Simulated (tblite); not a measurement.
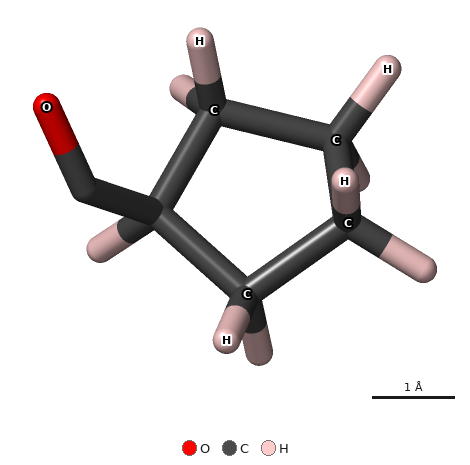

**Figure 1.** The input geometry (stick view, seen at a tilt). Bond lengths as drawn: C–C 1.48 to 1.55 Å, C–H 1.09 Å and C–O 1.19 Å.

**C$_{6}$H$_{9}$O: frequency calculation**

- system: C$_{6}$H$_{9}$O, multiplicity 2
- method: GFN2-xTB harmonic vibrations, gas phase (tblite 0.8.0)

It belongs to a series of runs on one base structure; here: X = H replaced by cPent.

**Output**
```
mode    cm-1     km/mol
  1      35.9      1.34
  2      70.7      0.01
  3     200.2      2.23
  4     254.1      0.35
  5     395.5      1.32
  6     555.7      2.70
  7     571.9      8.33
  8     619.8      3.65
  9     805.6      9.10
 10     853.4      6.25
 11     876.8      1.62
 12     935.3      2.33
 13     974.2      4.36
 14     980.2      7.92
 15     991.8      2.00
 16    1062.2      3.76
 17    1084.7      0.54
 18    1098.4      0.58
 19    1115.0      1.36
 20    1156.6      0.37
 21    1178.7      1.90
 22    1219.3      1.18
 23    1224.4      3.49
 24    1239.8      1.17
 25    1292.5      0.42
 26    1308.4      0.60
 27    1316.2      0.31
 28    1322.6      0.49
 29    1479.0      0.38
 30    1481.0      1.46
 31    1487.4      1.43
 32    1501.1      0.14
 33    1898.1    310.93
 34    2934.0      9.67
 35    2976.1      3.63
 36    2985.0      0.63
 37    2990.7      1.31
 38    2999.8    102.00
 39    3008.7     46.19
 40    3011.1     23.21
 41    3014.4     65.10
 42    3017.4     51.21
```

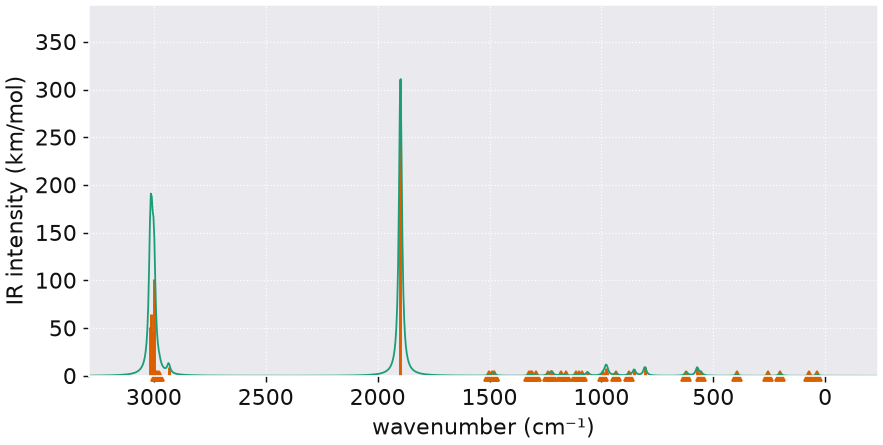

**Figure 2.** Harmonic infrared spectrum, unscaled: sticks (degenerate modes added up, dark ones marked on the axis) with a Lorentzian envelope of 16 cm⁻¹ full width, scaled to the tallest stick. 42 modes from 36 to 3017 cm⁻¹, none imaginary. The strongest line is at 1898 cm⁻¹ (311 km/mol).

The run was set up as follows.

**Input**
```
{"job": {"kind": "ir", "xc": "GFN2-xTB", "basis": "xTB"}, "charge": 0, "multiplicity": 2}
O      2.678733     0.072023     1.443098
C      1.994665     0.732838     0.726615
C      1.005094     0.394287    -0.326110
C      0.516469    -1.077710    -0.265508
C     -1.009816    -0.997433    -0.215190
C     -1.282946     0.345146     0.456212
C     -0.262247     1.267214    -0.203636
H      1.523147     0.609951    -1.265690
H      0.902578    -1.548076     0.639990
H      0.872561    -1.651730    -1.119535
H     -1.447011    -1.834870     0.326515
H     -1.419607    -0.990498    -1.226769
H     -1.084327     0.274282     1.526606
H     -2.307260     0.685745     0.314139
H     -0.612653     1.556204    -1.194952
H     -0.074978     2.171573     0.372803
```

The first line tells a small driver script what to run in tblite; the rest is the geometry in Å.

Run as:
```bash
OMP_NUM_THREADS=1 python <driver script> task.json out
```

**Summary**

- outcome: converged
- total energy: −582.9708 eV
- zero-point energy: 85.0930 kcal/mol
- hardware: 1 CPU thread, shared host
- peak memory: 0.18 GiB
